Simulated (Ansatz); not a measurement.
**BN (triplet): RPA-PBE over a scan of the distance B1–N2, 6-31G**

Aim: run BN (triplet) with these functionals over a scan of the distance B1–N2, and hold them against the top wave-function level at the same points.

Program: Ansatz 0.2.0, Gaussian basis. Level of theory: 6-31G, all electrons in the functionals, frozen cores in the correlation of double hybrids and RPA. These are calculated values, not measurements.

The runs, in order: RPA-PBE, at 1.029 Å; 1.167 Å; 1.315 Å; 1.468 Å; 1.577 Å; 1.858 Å; 2.077 Å; 2.455 Å; 2.839 Å; 3.534 Å; 4.475 Å.

12 further runs of the same task are left out: 11 that didn't finish, 1 set aside as unsound or not needed.

### Step 1. The system

The geometry derives from a PBE0/def2-TZVP stationary point (not a proven minimum). One bond is set to the value named and the two fragments are kept rigid.

2 atoms, charge 0, spin multiplicity 3.

Atoms are counted from 1 here; the program's logs count them from 0.

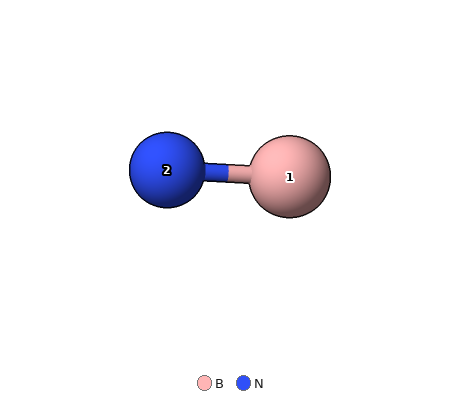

The geometry (boron pink, nitrogen blue); atoms are numbered from 1 in the order of the file.

No dispersion term is added.

The geometry shown and the zero of energy belong to the point 1.315 Å. The yardstick, FCI, and other wave-function levels (R restricted, U unrestricted, valence and pair active spaces) come from earlier runs.

### Step 2. RPA-PBE, 1.029 Å

in.yaml reads:

```yaml
crystal:
  periodic: [false, false, false]
  atoms:
    - {symbol: B, position_ang: [0.000000, 0.000000, 0.000000]}
    - {symbol: N, position_ang: [0.000000, 0.000000, 1.029000]}
basis:
  gaussian: {orbitals: 6-31G}
magnetization: {spin_polarized: true, initial_magnetization: 2}
hamiltonian: {xc: {name: PBE}}
correlation: {method: rpa, electrons: outside_noble_gas}
```

Command:

```bash
$ ansatz run in.yaml --threads 1 --pin off --events-out ev --progress --plain --max-ram 2393MiB
```

The program printed:

```text
Functional definition: PBE
  name "PBE"
  cite "Perdew, Burke & Ernzerhof, Phys. Rev. Lett. 77, 3865 (1996) doi:10.1103/PhysRevLett.77.3865"
  parent pbe
  parameter kappa = 0.804
  parameter beta = 0.06672455060314922
  exchange = pbe_x(kappa = kappa, mu = beta*pi^2/3)
  correlation = pbe_c(beta = beta)
258 factors; integrals over basis functions are off by at most 1.0e-4 eV
mean field evaluation 1: about -2148.8493 eV, gradient 3.0e1 eV
mean field evaluation 2: about -2148.8406 eV, gradient 3.0e1 eV
mean field evaluation 4: about -2152.4636 eV, gradient 8.7e0 eV
mean field evaluation 8: about -2152.9070 eV, gradient 1.1e-2 eV
mean field evaluation 16: about -2151.8031 eV, gradient 7.3e0 eV
mean field evaluation 32: about -2152.7881 eV, gradient 1.0e0 eV
mean field evaluation 64: about -2152.1213 eV, gradient 2.7e-3 eV
mean field -2152.90702977 eV, -79.1178740512 hartree, gradient 1.4e-6 eV, S^2 2.001153; 7 other end points of the search recorded, 0 dependent functions left out
2 core orbitals not correlated: weight in the atoms' cores, before any rotation towards them, 1.000 or more for the frozen orbitals, at most 0.000 for the correlated occupied ones
reference -2144.16046091 eV, -78.7964435743 hartree; 5, 3 occupied and 11, 13 virtual orbitals, 258 factors
Total energy: -2149.44222481 eV, -78.9905448174 hartree
```

Run time: 0.99 s. Hardware: 1 thread of Arm Neoverse V2, shared host.

From the report: ⟨S²⟩ of the determinant 2.001 (pure triplet: 2.00).

### Step 3. RPA-PBE, 1.167 Å

in.yaml, as its differences from that of step 2:

```diff
@@ -4,3 +4,3 @@
     - {symbol: B, position_ang: [0.000000, 0.000000, 0.000000]}
-    - {symbol: N, position_ang: [0.000000, 0.000000, 1.029000]}
+    - {symbol: N, position_ang: [0.000000, 0.000000, 1.167000]}
 basis:
```

The command is unchanged.

The program printed (excerpt; [...] marks lines left out):

```text
Functional definition: PBE
  name "PBE"
  cite "Perdew, Burke & Ernzerhof, Phys. Rev. Lett. 77, 3865 (1996) doi:10.1103/PhysRevLett.77.3865"
  parent pbe
[...]
258 factors; integrals over basis functions are off by at most 1.1e-4 eV
[...]
mean field -2156.16745984 eV, -79.2376926462 hartree, gradient 3.7e-11 eV, S^2 2.002421; 8 other end points of the search recorded, 0 dependent functions left out
2 core orbitals not correlated: weight in the atoms' cores, before any rotation towards them, 1.000 or more for the frozen orbitals, at most 0.000 for the correlated occupied ones
reference -2147.21019362 eV, -78.9085191843 hartree; 5, 3 occupied and 11, 13 virtual orbitals, 258 factors
Total energy: -2152.93952525 eV, -79.1190682381 hartree
```

Wall time 2.1 s (1 thread of Arm Neoverse V2, shared host).

From the report: ⟨S²⟩ of the determinant 2.002 (pure triplet: 2.00).

### Step 4. RPA-PBE, 1.315 Å

in.yaml, as its differences from that of step 3:

```diff
@@ -4,3 +4,3 @@
     - {symbol: B, position_ang: [0.000000, 0.000000, 0.000000]}
-    - {symbol: N, position_ang: [0.000000, 0.000000, 1.167000]}
+    - {symbol: N, position_ang: [0.000000, 0.000000, 1.315453]}
 basis:
```

Launched as before.

The program printed (excerpt; [...] marks lines left out):

```text
Functional definition: PBE
  name "PBE"
  cite "Perdew, Burke & Ernzerhof, Phys. Rev. Lett. 77, 3865 (1996) doi:10.1103/PhysRevLett.77.3865"
  parent pbe
[...]
258 factors; integrals over basis functions are off by at most 1.2e-4 eV
[...]
mean field -2157.44525318 eV, -79.2846506856 hartree, gradient 5.5e-6 eV, S^2 2.002099; 6 other end points of the search recorded, 0 dependent functions left out
2 core orbitals not correlated: weight in the atoms' cores, before any rotation towards them, 1.000 or more for the frozen orbitals, at most 0.000 for the correlated occupied ones
reference -2148.00325373 eV, -78.9376636058 hartree; 5, 3 occupied and 11, 13 virtual orbitals, 258 factors
Total energy: -2154.29029496 eV, -79.1687081094 hartree
```

Run time: 0.84 s. Hardware: 1 thread of Arm Neoverse V2, shared host.

From the report: ⟨S²⟩ of the determinant 2.002 (pure triplet: 2.00).

### Step 5. RPA-PBE, 1.468 Å

in.yaml, as its differences from that of step 4:

```diff
@@ -4,3 +4,3 @@
     - {symbol: B, position_ang: [0.000000, 0.000000, 0.000000]}
-    - {symbol: N, position_ang: [0.000000, 0.000000, 1.315453]}
+    - {symbol: N, position_ang: [0.000000, 0.000000, 1.468000]}
 basis:
```

Launched as before.

The program printed (excerpt; [...] marks lines left out):

```text
Functional definition: PBE
  name "PBE"
  cite "Perdew, Burke & Ernzerhof, Phys. Rev. Lett. 77, 3865 (1996) doi:10.1103/PhysRevLett.77.3865"
  parent pbe
[...]
258 factors; integrals over basis functions are off by at most 1.2e-4 eV
[...]
mean field -2157.27953404 eV, -79.2785606195 hartree, gradient 6.4e-6 eV, S^2 2.001730; 6 other end points of the search recorded, 0 dependent functions left out
2 core orbitals not correlated: weight in the atoms' cores, before any rotation towards them, 1.000 or more for the frozen orbitals, at most 0.000 for the correlated occupied ones
reference -2147.38464814 eV, -78.9149302695 hartree; 5, 3 occupied and 11, 13 virtual orbitals, 258 factors
Total energy: -2154.25304634 eV, -79.1673392479 hartree
```

It took 0.87 s on 1 thread of Arm Neoverse V2, shared host.

From the report: ⟨S²⟩ of the determinant 2.002 (pure triplet: 2.00).

From 1.315 Å: +0.037 eV.

### Step 6. RPA-PBE, 1.577 Å

in.yaml, as its differences from that of step 5:

```diff
@@ -4,3 +4,3 @@
     - {symbol: B, position_ang: [0.000000, 0.000000, 0.000000]}
-    - {symbol: N, position_ang: [0.000000, 0.000000, 1.468000]}
+    - {symbol: N, position_ang: [0.000000, 0.000000, 1.577000]}
 basis:
```

Same command.

The program printed (excerpt; [...] marks lines left out):

```text
Functional definition: PBE
  name "PBE"
  cite "Perdew, Burke & Ernzerhof, Phys. Rev. Lett. 77, 3865 (1996) doi:10.1103/PhysRevLett.77.3865"
  parent pbe
[...]
258 factors; integrals over basis functions are off by at most 1.2e-4 eV
[...]
mean field -2156.78138375 eV, -79.2602539340 hartree, gradient 6.4e-6 eV, S^2 2.002913; 7 other end points of the search recorded, 0 dependent functions left out
2 core orbitals not correlated: weight in the atoms' cores, before any rotation towards them, 1.000 or more for the frozen orbitals, at most 0.000 for the correlated occupied ones
reference -2146.66483807 eV, -78.8884777373 hartree; 5, 3 occupied and 11, 13 virtual orbitals, 258 factors
Total energy: -2153.86281395 eV, -79.1529984721 hartree
```

It took 0.96 s on 1 thread of Arm Neoverse V2, shared host.

From the report: ⟨S²⟩ of the determinant 2.003 (pure triplet: 2.00).

From 1.315 Å: +0.427 eV.

### Step 7. RPA-PBE, 1.858 Å

in.yaml, as its differences from that of step 6:

```diff
@@ -4,3 +4,3 @@
     - {symbol: B, position_ang: [0.000000, 0.000000, 0.000000]}
-    - {symbol: N, position_ang: [0.000000, 0.000000, 1.577000]}
+    - {symbol: N, position_ang: [0.000000, 0.000000, 1.858000]}
 basis:
```

Launched as before.

The program printed (excerpt; [...] marks lines left out):

```text
Functional definition: PBE
  name "PBE"
  cite "Perdew, Burke & Ernzerhof, Phys. Rev. Lett. 77, 3865 (1996) doi:10.1103/PhysRevLett.77.3865"
  parent pbe
[...]
258 factors; integrals over basis functions are off by at most 1.2e-4 eV
[...]
mean field -2155.38953957 eV, -79.2091046036 hartree, gradient 2.7e-6 eV, S^2 2.068933; 11 other end points of the search recorded, 0 dependent functions left out
2 core orbitals not correlated: weight in the atoms' cores, before any rotation towards them, 1.000 or more for the frozen orbitals, at most 0.000 for the correlated occupied ones
reference -2146.55044499 eV, -78.8842738691 hartree; 5, 3 occupied and 11, 13 virtual orbitals, 258 factors
Total energy: -2152.87113209 eV, -79.1165548358 hartree
```

It took 1.8 s on 1 thread of Arm Neoverse V2, shared host.

From the report: ⟨S²⟩ of the determinant 2.069 (pure triplet: 2.00).

From 1.315 Å: +1.419 eV.

### Step 8. RPA-PBE, 2.077 Å

in.yaml, as its differences from that of step 7:

```diff
@@ -4,3 +4,3 @@
     - {symbol: B, position_ang: [0.000000, 0.000000, 0.000000]}
-    - {symbol: N, position_ang: [0.000000, 0.000000, 1.858000]}
+    - {symbol: N, position_ang: [0.000000, 0.000000, 2.077000]}
 basis:
```

The command is unchanged.

The program printed (excerpt; [...] marks lines left out):

```text
Functional definition: PBE
  name "PBE"
  cite "Perdew, Burke & Ernzerhof, Phys. Rev. Lett. 77, 3865 (1996) doi:10.1103/PhysRevLett.77.3865"
  parent pbe
[...]
258 factors; integrals over basis functions are off by at most 1.1e-4 eV
[...]
mean field -2154.81096333 eV, -79.1878423189 hartree, gradient 9.1e-7 eV, S^2 2.020427; 7 other end points of the search recorded, 0 dependent functions left out
2 core orbitals not correlated: weight in the atoms' cores, before any rotation towards them, 1.000 or more for the frozen orbitals, at most 0.000 for the correlated occupied ones
reference -2145.98830083 eV, -78.8636154524 hartree; 5, 3 occupied and 11, 13 virtual orbitals, 258 factors
Total energy: -2152.45823447 eV, -79.1013811281 hartree
```

Wall time 1 s (1 thread of Arm Neoverse V2, shared host).

From the report: ⟨S²⟩ of the determinant 2.020 (pure triplet: 2.00).

From 1.315 Å: +1.832 eV.

### Step 9. RPA-PBE, 2.455 Å

in.yaml, as its differences from that of step 8:

```diff
@@ -4,3 +4,3 @@
     - {symbol: B, position_ang: [0.000000, 0.000000, 0.000000]}
-    - {symbol: N, position_ang: [0.000000, 0.000000, 2.077000]}
+    - {symbol: N, position_ang: [0.000000, 0.000000, 2.455000]}
 basis:
```

The command is unchanged.

The program printed (excerpt; [...] marks lines left out):

```text
Functional definition: PBE
  name "PBE"
  cite "Perdew, Burke & Ernzerhof, Phys. Rev. Lett. 77, 3865 (1996) doi:10.1103/PhysRevLett.77.3865"
  parent pbe
[...]
258 factors; integrals over basis functions are off by at most 1.6e-4 eV
[...]
mean field -2153.90158007 eV, -79.1544231005 hartree, gradient 5.6e-7 eV, S^2 2.149470; 7 other end points of the search recorded, 0 dependent functions left out
2 core orbitals not correlated: weight in the atoms' cores, before any rotation towards them, 1.000 or more for the frozen orbitals, at most 0.000 for the correlated occupied ones
reference -2145.35777285 eV, -78.8404439765 hartree; 5, 3 occupied and 11, 13 virtual orbitals, 258 factors
Total energy: -2151.78548160 eV, -79.0766579161 hartree
```

It took 0.99 s on 1 thread of Arm Neoverse V2, shared host.

From the report: ⟨S²⟩ of the determinant 2.149 (pure triplet: 2.00).

From 1.315 Å: +2.505 eV.

### Step 10. RPA-PBE, 2.839 Å

in.yaml, as its differences from that of step 9:

```diff
@@ -4,3 +4,3 @@
     - {symbol: B, position_ang: [0.000000, 0.000000, 0.000000]}
-    - {symbol: N, position_ang: [0.000000, 0.000000, 2.455000]}
+    - {symbol: N, position_ang: [0.000000, 0.000000, 2.839000]}
 basis:
```

The command is unchanged.

The program printed (excerpt; [...] marks lines left out):

```text
Functional definition: PBE
  name "PBE"
  cite "Perdew, Burke & Ernzerhof, Phys. Rev. Lett. 77, 3865 (1996) doi:10.1103/PhysRevLett.77.3865"
  parent pbe
[...]
258 factors; integrals over basis functions are off by at most 2.1e-4 eV
[...]
mean field -2153.32211437 eV, -79.1331281288 hartree, gradient 1.5e-6 eV, S^2 2.507469; 6 other end points of the search recorded, 0 dependent functions left out
2 core orbitals not correlated: weight in the atoms' cores, before any rotation towards them, 1.000 or more for the frozen orbitals, at most 0.000 for the correlated occupied ones
reference -2145.86986365 eV, -78.8592629663 hartree; 5, 3 occupied and 11, 13 virtual orbitals, 258 factors
Total energy: -2151.46548483 eV, -79.0648982519 hartree
```

It took 1.2 s on 1 thread of Arm Neoverse V2, shared host.

From the report: ⟨S²⟩ of the determinant 2.507 (pure triplet: 2.00). The determinant is far from a pure spin state, so its energy mixes those of several spin states (harmless only where they are near-degenerate, as at dissociation).

From 1.315 Å: +2.825 eV.

### Step 11. RPA-PBE, 3.534 Å

in.yaml, as its differences from that of step 10:

```diff
@@ -4,3 +4,3 @@
     - {symbol: B, position_ang: [0.000000, 0.000000, 0.000000]}
-    - {symbol: N, position_ang: [0.000000, 0.000000, 2.839000]}
+    - {symbol: N, position_ang: [0.000000, 0.000000, 3.534000]}
 basis:
```

The command is unchanged.

The program printed (excerpt; [...] marks lines left out):

```text
Functional definition: PBE
  name "PBE"
  cite "Perdew, Burke & Ernzerhof, Phys. Rev. Lett. 77, 3865 (1996) doi:10.1103/PhysRevLett.77.3865"
  parent pbe
[...]
258 factors; integrals over basis functions are off by at most 2.8e-4 eV
[...]
mean field -2152.90815874 eV, -79.1179155400 hartree, gradient 9.4e-7 eV, S^2 2.837349; 9 other end points of the search recorded, 0 dependent functions left out
2 core orbitals not correlated: weight in the atoms' cores, before any rotation towards them, 1.000 or more for the frozen orbitals, at most 0.000 for the correlated occupied ones
reference -2146.42846720 eV, -78.8797912680 hartree; 5, 3 occupied and 11, 13 virtual orbitals, 258 factors
Total energy: -2151.32615817 eV, -79.0597780914 hartree
```

Run time: 1.4 s. Hardware: 1 thread of Arm Neoverse V2, shared host.

From the report: ⟨S²⟩ of the determinant 2.837 (pure triplet: 2.00). The determinant is far from a pure spin state, so its energy mixes those of several spin states (harmless only where they are near-degenerate, as at dissociation).

From 1.315 Å: +2.964 eV.

### Step 12. RPA-PBE, 4.475 Å

in.yaml, as its differences from that of step 11:

```diff
@@ -4,3 +4,3 @@
     - {symbol: B, position_ang: [0.000000, 0.000000, 0.000000]}
-    - {symbol: N, position_ang: [0.000000, 0.000000, 3.534000]}
+    - {symbol: N, position_ang: [0.000000, 0.000000, 4.475000]}
 basis:
```

The command is unchanged.

The program printed (excerpt; [...] marks lines left out):

```text
Functional definition: PBE
  name "PBE"
  cite "Perdew, Burke & Ernzerhof, Phys. Rev. Lett. 77, 3865 (1996) doi:10.1103/PhysRevLett.77.3865"
  parent pbe
[...]
258 factors; integrals over basis functions are off by at most 2.4e-4 eV
[...]
mean field -2152.73439062 eV, -79.1115296794 hartree, gradient 5.6e-6 eV, S^2 2.955190; 11 other end points of the search recorded, 0 dependent functions left out
2 core orbitals not correlated: weight in the atoms' cores, before any rotation towards them, 1.000 or more for the frozen orbitals, at most 0.000 for the correlated occupied ones
reference -2146.71852895 eV, -78.8904508408 hartree; 5, 3 occupied and 11, 13 virtual orbitals, 258 factors
Total energy: -2151.33349169 eV, -79.0600475934 hartree
```

Wall time 1.6 s (1 thread of Arm Neoverse V2, shared host).

From the report: ⟨S²⟩ of the determinant 2.955 (pure triplet: 2.00). The determinant is far from a pure spin state, so its energy mixes those of several spin states (harmless only where they are near-degenerate, as at dissociation).

From 1.315 Å: +2.957 eV.

### Step 13. Against the wave-function levels

The yardstick is full CI for this spin, exact in this basis with these frozen cores. It comes from earlier runs at the same points. Energies in eV, counted from 1.315 Å; blanks weren't run or aren't comparable.

| level | 1.029 Å | 1.167 Å | 1.315 Å | 1.468 Å | 1.577 Å | 1.858 Å | 2.077 Å | 2.455 Å | 2.839 Å | 3.534 Å | 4.475 Å |
| --- | --- | --- | --- | --- | --- | --- | --- | --- | --- | --- | --- |
| FCI | 4.548 | 1.357 | 0.000 | 0.084 | 0.513 | 1.637 | 2.110 | 2.746 | 3.083 | 3.261 | 3.305 |
| RPA-PBE | 4.848 | 1.351 | 0.000 | 0.037 | 0.427 | 1.419 | 1.832 | 2.505 | 2.825 | 2.964 | 2.957 |

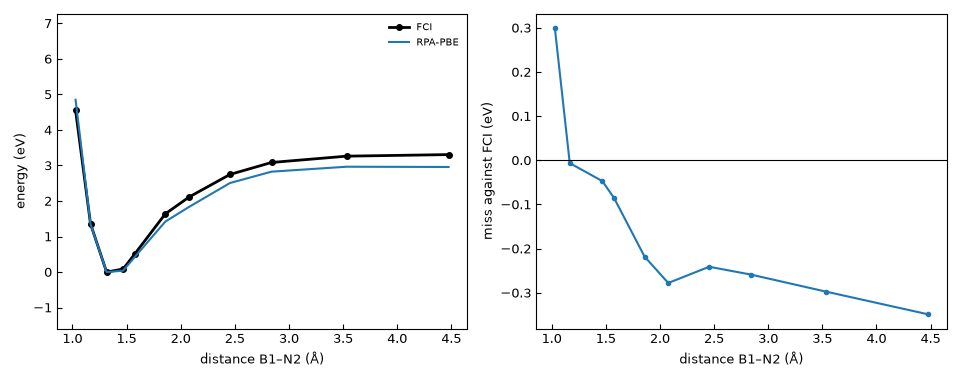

Left: the curves (the axis may cut off levels that run far away). Right: misses against FCI, in the same colours.

Largest miss and mean time a point (FCI took 8.3 s a point; shared hosts):

| level | largest miss (eV) | where | time a point |
| --- | --- | --- | --- |
| RPA-PBE | -0.349 | 4.475 Å | 1.2 s |

### Step 14. Outcome

| quantity | value |
| --- | --- |
| span of the FCI curve | 4.548 eV |
| largest miss, RPA-PBE | -0.349 eV (4.475 Å) |

In words: RPA-PBE strays by up to 0.349 eV, at 4.475 Å. RPA-PBE clearly breaks the spin symmetry at some points (⟨S²⟩ up to 0.96 above the pure value), so energy there is bought with a mixed spin. Functionals and the yardstick converge differently with the basis, so part of each miss in 6-31G is the basis.
